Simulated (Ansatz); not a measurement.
# triplet BSiH4O2F at 6 levels

Wanted: a comparison of 6 runs (UB3LYP/6-31G*, UB2PLYP/def2-SVP, UCAM-B3LYP/def2-SVP, RPA@PBE0/def2-SVP, UMP2/def2-SVP, UCCSD(T)/def2-SVP) of triplet BSiH4O2F. 

Program for the calculation: Ansatz 0.2.0.

127 further runs of the same task are left out: 127 set aside as unsound or not needed. Runs told in other sessions of the task aren't counted.

### Step 1. The system as given

The species is BSiH4O2F (9 atoms), meant as a triplet with charge 0. SMILES of the parent species: `O[SiH2]B(O)F`. Geometry: relaxed at PBE0-D4/def2-TZVP. This is one conformer, not always the lowest. That shape belongs to the parent species and isn't relaxed for this state.

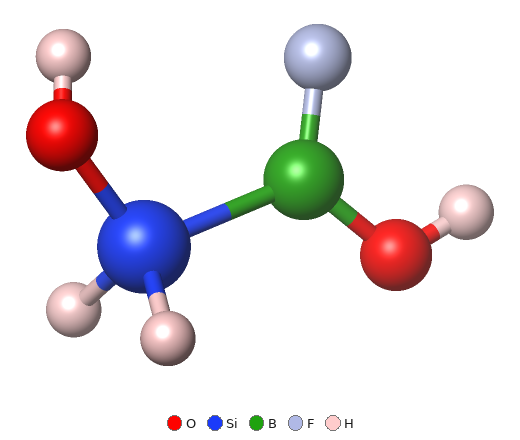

The structure, seen from a chosen angle (oxygen red, silicon blue, boron green, fluorine light blue, hydrogen pink).

### Step 2. A single-point energy at UB3LYP/6-31G(d) (Cartesian functions) (run 1)

Input file job.yaml:

```yaml
crystal:
  periodic: [false, false, false]
  atoms:
    - symbol: O
      position_ang: [1.152500, 0.650100, 1.703000]
    - symbol: Si
      position_ang: [0.837600, -0.439800, 0.500200]
    - symbol: B
      position_ang: [-0.701500, 0.194000, -0.670900]
    - symbol: O
      position_ang: [-0.968000, -0.381600, -1.859000]
    - symbol: F
      position_ang: [-1.488500, 1.196900, -0.250400]
    - symbol: H
      position_ang: [0.401000, 1.098100, 2.092900]
    - symbol: H
      position_ang: [2.093300, -0.579800, -0.278100]
    - symbol: H
      position_ang: [0.493300, -1.781600, 1.056300]
    - symbol: H
      position_ang: [-1.731300, -0.002600, -2.311100]
basis:
  gaussian: {orbitals: "6-31G*"}
accuracy: high
hamiltonian: {xc: {name: B3LYP}}
magnetization: {spin_polarized: true, initial_magnetization: 2}
output: {orbitals: {seedname: orbitals}}
```

Launch:

```console
$ ansatz run job.yaml --threads 1 --pin off --max-ram 3480MiB --events-out events.jsonl --progress --plain --runs-dir runs
```

What it wrote:

```text
Warning: RAYON_NUM_THREADS=1 ignored (pool sized by the plan → 1); use --threads N
Functional definition: B3LYP
  name "B3LYP"
  parameter a0 = 0.2
  parameter ax = 0.72
  parameter ac = 0.81
  exchange = (1 - a0 - ax)*slater_x + ax*b88_x + a0*exact_x
  correlation = (1 - ac)*vwn_rpa_c + ac*lyp_c
1893 factors; integrals over basis functions are off by at most 6.9e-9 eV
mean field evaluation 1: about -15420.2022 eV, gradient 4.8e1 eV
mean field evaluation 2: about -15399.3639 eV, gradient 8.6e1 eV
mean field evaluation 4: about -15427.5669 eV, gradient 5.0e0 eV
mean field evaluation 8: about -15427.8157 eV, gradient 5.6e-1 eV
mean field evaluation 16: about -15427.8206 eV, gradient 1.1e-2 eV
mean field evaluation 32: about -15427.8206 eV, gradient 1.3e-6 eV
mean field -15427.82063462 eV, -566.9619509700 hartree, gradient 6.1e-8 eV, S^2 2.004047; 5 other end points of the search recorded, 0 dependent functions left out
reference -15427.82067438 eV, -566.9619524309 hartree; 25, 23 occupied and 62, 64 virtual orbitals, 1893 factors
Total energy: -15427.82067438 eV, -566.9619524309 hartree
```

Wall time 26 s (1 thread of Arm Neoverse V2, shared host); peak memory 0.42 GiB.

### Step 3. The energy at UB2PLYP/def2-SVP (run 2)

Input file run.yaml:

```yaml
crystal:
  periodic: [false, false, false]
  atoms:
    - {symbol: O, position_ang: [1.152500, 0.650100, 1.703000]}
    - {symbol: Si, position_ang: [0.837600, -0.439800, 0.500200]}
    - {symbol: B, position_ang: [-0.701500, 0.194000, -0.670900]}
    - {symbol: O, position_ang: [-0.968000, -0.381600, -1.859000]}
    - {symbol: F, position_ang: [-1.488500, 1.196900, -0.250400]}
    - {symbol: H, position_ang: [0.401000, 1.098100, 2.092900]}
    - {symbol: H, position_ang: [2.093300, -0.579800, -0.278100]}
    - {symbol: H, position_ang: [0.493300, -1.781600, 1.056300]}
    - {symbol: H, position_ang: [-1.731300, -0.002600, -2.311100]}
basis:
  gaussian:
    orbitals: def2-SVP
magnetization:
  spin_polarized: true
  initial_magnetization: 2
hamiltonian:
  xc: {name: B2PLYP}
correlation:
  frozen_orbitals: {B: 1, F: 1, H: 0, O: 1, Si: 5}
accuracy: high
output: {orbitals: {seedname: orbitals}}
```

Launch:

```console
$ ansatz run run.yaml --threads 1 --pin off --max-ram 3480MiB --events-out events.jsonl --progress --plain --runs-dir runs
```

What it wrote, shortened:

```text
Warning: RAYON_NUM_THREADS=1 ignored (pool sized by the plan → 1); use --threads N
Functional definition: B2PLYP
  name "B2PLYP"
[...]
2070 factors; integrals over basis functions are off by at most 6.6e-9 eV
[...]
mean field -15403.48814214 eV, -566.0677483644 hartree, gradient 6.0e-8 eV, S^2 2.007583; 0 other end points of the search recorded, 0 dependent functions left out
9 core orbitals not correlated: weight in the atoms' cores, before any rotation towards them, 1.000 or more for the frozen orbitals, at most 0.000 for the correlated occupied ones
reference -15403.48816751 eV, -566.0677492968 hartree; 16, 14 occupied and 69, 71 virtual orbitals, 2070 factors
second order -23.93920214 eV of doubles, -0.00000000 eV of singles
Total energy: -15409.95175209 eV, -566.3052816489 hartree
```

It took 23 s on 1 thread of Arm Neoverse V2, shared host; peak memory 0.46 GiB.

Runs 3 to 5 aren't shown in full; the table further down has their settings and results.

### Step 4. The energy at UCCSD(T)/def2-SVP (run 6)

Input file job.yaml:

```yaml
crystal:
  periodic: [false, false, false]
  atoms:
    - {symbol: O, position_ang: [1.152500, 0.650100, 1.703000]}
    - {symbol: Si, position_ang: [0.837600, -0.439800, 0.500200]}
    - {symbol: B, position_ang: [-0.701500, 0.194000, -0.670900]}
    - {symbol: O, position_ang: [-0.968000, -0.381600, -1.859000]}
    - {symbol: F, position_ang: [-1.488500, 1.196900, -0.250400]}
    - {symbol: H, position_ang: [0.401000, 1.098100, 2.092900]}
    - {symbol: H, position_ang: [2.093300, -0.579800, -0.278100]}
    - {symbol: H, position_ang: [0.493300, -1.781600, 1.056300]}
    - {symbol: H, position_ang: [-1.731300, -0.002600, -2.311100]}
basis:
  gaussian:
    orbitals: def2-SVP
scf:
  omitted_lower_state_checks: [cluster_reference, increment]
magnetization:
  spin_polarized: true
  initial_magnetization: 2
accuracy: high
correlation:
  method: ccsd_t
  frozen_orbitals: {B: 1, F: 1, H: 0, O: 1, Si: 5}
```

Launch:

```console
$ ansatz run job.yaml --threads 1 --pin off --max-ram 3480MiB --events-out events.jsonl --progress --plain --runs-dir runs
```

What it wrote:

```text
Warning: RAYON_NUM_THREADS=1 ignored (pool sized by the plan → 1); use --threads N
[... 12 lines left out ...]
9 core orbitals not correlated: weight in the atoms' cores, before any rotation towards them, 1.000 or more for the frozen orbitals, at most 0.000 for the correlated occupied ones
[... 37 lines left out ...]
Total energy: -15388.51055340 eV, -565.5173321303 hartree
Checks for a lower state left out: cluster_reference, increment
```

Run time: 3.3 min. Hardware: 1 thread of Arm Neoverse V2, shared host; peak memory 1.3 GiB.

### Step 5. The series

| run | level | Cartesian functions | frozen core orbitals | energy (Eh) | ⟨S²⟩ | wall time |
| --- | --- | --- | --- | --- | --- | --- |
| 1 | UB3LYP/6-31G* (Cartesian functions) | yes | – | -566.961952 | 2.004 | 26 s |
| 2 | UB2PLYP/def2-SVP | no | 9 | -566.305282 | 2.008 | 23 s |
| 3 | UCAM-B3LYP/def2-SVP | no | – | -566.587365 | 2.005 | 28 s |
| 4 | RPA@PBE0/def2-SVP | no | 9 | -565.750409 | 2.005 | 37 s |
| 5 | UMP2/def2-SVP | no | 9 | -565.464934 | 2.010 | 9 s |
| 6 | UCCSD(T)/def2-SVP | no | 9 | -565.517332 | 2.010 | 3.3 min |

### Step 6. Outcome

| quantity | value |
| --- | --- |
| run 6: total energy | -565.51733 Eh |
| run 6: correlation energy (9 core orbitals frozen) | -771.2 mEh |
| run 6: (T) correction | -16.65 mEh |
| run 6: ⟨S²⟩ of the reference determinant | 2.010 |
| run 6: T1 diagnostic | 0.020 |

Totals of different functionals can't be ranked against each other. All runs together took 5.3 min, the longest 3.3 min.
